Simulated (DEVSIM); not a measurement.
Device: Al/Al2O3/n-Ge capacitor, at 300 K.

| layer (left to right) | material | thickness (nm) | Nd (cm⁻³) |
|---|---|---|---|
| 1 | Al2O3 | 16.0 | - |
| 2 | Ge | 3600 | 2.7e16 |

Metal gate on the left, work function 4.1 eV. Fixed charge at the semiconductor interface 1.03e12 cm⁻² (in units of +e); interface traps 2.5e10 cm⁻² eV⁻¹, uniform in energy, neutral level at 0.7 of the gap above the valence band.

This is a model device: material constants are rounded textbook-type values typed into the input, and sizes, dopings and lifetimes were drawn at random. Values at 300 K.

| parameter | Al2O3 | Ge |
|---|---|---|
| gap (eV) | 6.8 | 0.664 |
| affinity (eV) | 1.35 | 4 |
| permittivity | 9 | 16 |
| Nc (cm⁻³) | - | 1.04e19 |
| Nv (cm⁻³) | - | 6e18 |

Simulated with DEVSIM: 1D Poisson equation in equilibrium, Boltzmann statistics, complete ionisation; no quantum confinement or tunnelling. Metal contacts follow the ideal Schottky-Mott rule: no Fermi-level pinning, no interface dipoles.

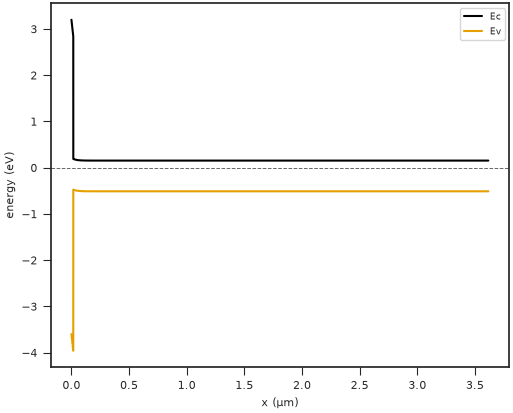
Fig. 1. Band edges at -0.45 V on the gate

Energies count from the Fermi level of the right contact; mesh points crowd at the junctions.

```csv
x (μm),Ec (eV),Ev (eV),n (cm⁻³),p (cm⁻³),field (V/cm)
0.000,3.200,-3.600,< 1e2,< 1e2,-230000
0.001445,3.167,-3.632,< 1e2,< 1e2,-230000
0.004256,3.104,-3.696,< 1e2,< 1e2,-230000
0.009715,2.981,-3.819,< 1e2,< 1e2,-230000
0.01442,2.876,-3.924,< 1e2,< 1e2,-230000
0.01593,2.841,-3.958,< 1e2,< 1e2,-230000
0.01728,0.189,-0.475,7.0e15,6.2e10,-9800
0.02232,0.184,-0.480,8.4e15,5.2e10,-8700
0.03229,0.176,-0.488,1.1e16,3.9e10,-6800
0.05555,0.165,-0.499,1.8e16,2.5e10,-3500
0.1066,0.156,-0.508,2.5e16,1.7e10,-680
0.2956,0.154,-0.510,2.7e16,1.6e10,≈ 0
0.6698,0.154,-0.510,2.7e16,1.6e10,≈ 0
1.542,0.154,-0.510,2.7e16,1.6e10,≈ 0
2.920,0.154,-0.510,2.7e16,1.6e10,≈ 0
3.308,0.154,-0.510,2.7e16,1.6e10,≈ 0
3.485,0.154,-0.510,2.7e16,1.6e10,≈ 0
3.560,0.154,-0.510,2.7e16,1.6e10,≈ 0
3.599,0.154,-0.510,2.7e16,1.6e10,≈ 0
3.609,0.154,-0.510,2.7e16,1.6e10,≈ 0
3.614,0.154,-0.510,2.7e16,1.6e10,≈ 0
3.616,0.154,-0.510,2.7e16,1.6e10,≈ 0
```
